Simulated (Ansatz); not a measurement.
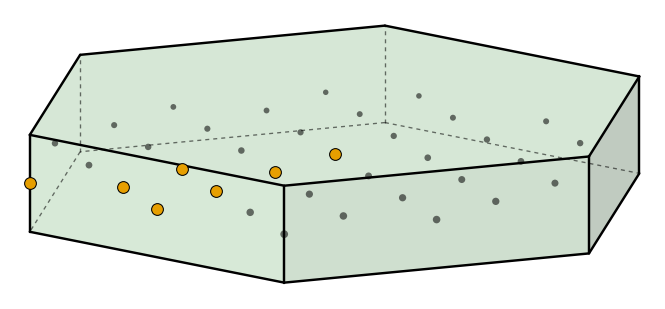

The Γ-centred 6×6×1 k-point mesh of a calculation on C (DFT, PBE, PAW, plane waves, scalar-relativistic (Ansatz 0.2.0)), folded into the first Brillouin zone of the 12-atom cell that was run; each point of the zone's surface is drawn once. One point of each star is marked in colour. Space group P6_3/mmc.

```
C
1.0
     2.52210    0.00000    0.00000
    -1.26105    2.18420    0.00000
     0.00000    0.00000   12.35570
C
12
Direct
  0.00000 0.00000 0.18750
  0.00000 0.00000 0.68750
  0.00000 0.00000 0.31250
  0.00000 0.00000 0.81250
  0.33333 0.66667 0.52083
  0.66667 0.33333 0.02083
  0.33333 0.66667 0.97917
  0.66667 0.33333 0.47917
  0.33333 0.66667 0.64583
  0.66667 0.33333 0.14583
  0.33333 0.66667 0.85417
  0.66667 0.33333 0.35417
```

Q: To how many irreducible points do the crystal's point group and time reversal reduce the mesh (magnetic order left aside)?

A: 7 of 36.

Q: List one member of each star with its weight, in the reciprocal vectors of this cell.

A:
| k₁ | k₂ | k₃ | weight |
| --- | --- | --- | --- |
| 0 | 0 | 0 | 1 |
| 1/6 | 0 | 0 | 6 |
| 1/3 | −1/6 | 0 | 6 |
| 1/3 | 0 | 0 | 6 |
| 1/2 | −1/6 | 0 | 12 |
| 1/2 | 0 | 0 | 3 |
| 2/3 | −1/3 | 0 | 2 |

Q: How fine is the mesh?

A: Spacing |bᵢ|/nᵢ = 0.479, 0.479, 0.509 1/Å (2π included).
